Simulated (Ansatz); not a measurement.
# Rh, response to strain

Consider Rh in the fcc (Cu type) structure (space group Fm-3m, No. 225; relaxed with 0.1 eV smearing).

```yaml
crystal:
  lattice:
    - [0.00000, 1.89079, 1.89079]
    - [1.89079, 0.00000, 1.89079]
    - [1.89079, 1.89079, 0.00000]
  atoms:
    - { symbol: Rh, position: [0.00000, 0.00000, 0.00000] }
```

Cartesian axes are those of the cell as printed.

Strains are applied to the cell and any free atomic positions relax; under biaxial strain the out-of-plane vector relaxes too.

All numbers come from Ansatz (a quantum-chemistry and plane-wave program) PBEsol, no SOC.

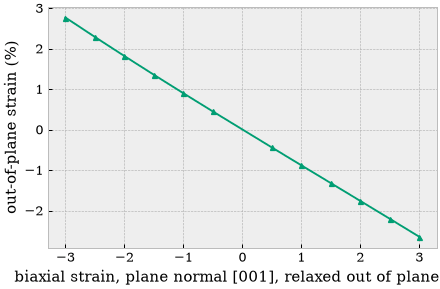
*Out-of-plane strain against biaxial strain, plane normal [001], relaxed out of plane*

```json
[
 {"biaxial strain, plane normal [001], relaxed out of plane (%)": "-3", "out-of-plane strain": "+2.77 %"},
 {"biaxial strain, plane normal [001], relaxed out of plane (%)": "-2.5", "out-of-plane strain": "+2.29 %"},
 {"biaxial strain, plane normal [001], relaxed out of plane (%)": "-2", "out-of-plane strain": "+1.82 %"},
 {"biaxial strain, plane normal [001], relaxed out of plane (%)": "-1.5", "out-of-plane strain": "+1.35 %"},
 {"biaxial strain, plane normal [001], relaxed out of plane (%)": "-1", "out-of-plane strain": "+0.90 %"},
 {"biaxial strain, plane normal [001], relaxed out of plane (%)": "-0.5", "out-of-plane strain": "+0.45 %"},
 {"biaxial strain, plane normal [001], relaxed out of plane (%)": "0.5", "out-of-plane strain": "-0.44 %"},
 {"biaxial strain, plane normal [001], relaxed out of plane (%)": "1", "out-of-plane strain": "-0.88 %"},
 {"biaxial strain, plane normal [001], relaxed out of plane (%)": "1.5", "out-of-plane strain": "-1.32 %"},
 {"biaxial strain, plane normal [001], relaxed out of plane (%)": "2", "out-of-plane strain": "-1.76 %"},
 {"biaxial strain, plane normal [001], relaxed out of plane (%)": "2.5", "out-of-plane strain": "-2.20 %"},
 {"biaxial strain, plane normal [001], relaxed out of plane (%)": "3", "out-of-plane strain": "-2.65 %"}
]
```

Whether these cells are dynamically stable was not tested. All final runs are without spin polarisation. Rh lies near a magnetic instability that expansion can trigger; it was not tested.
